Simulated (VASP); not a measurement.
Band structure of Ti (relaxed from the diamond structure, space group Fd-3m). These are r2SCAN meta-GGA, VASP's PBE PAW potentials (set 64) (plane waves; VASP 6.6.1) values and carry that method's errors.

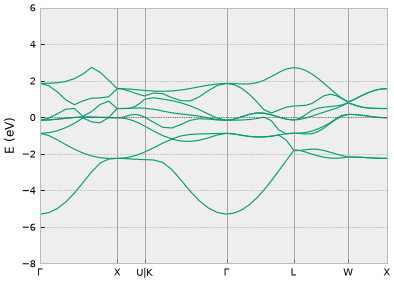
Figure. Bands along high-symmetry lines, zero at the valence-band maximum or, without a gap, the Fermi level

Task: Read the plot: is there a gap, and where are the band edges?

Result: It has no gap at this level: it comes out as a metal or semimetal.

The structure was generated: Ti was put into the diamond type (Fd-3m), which need not be its known phase. It was relaxed first, which changed the volume by -14 %.
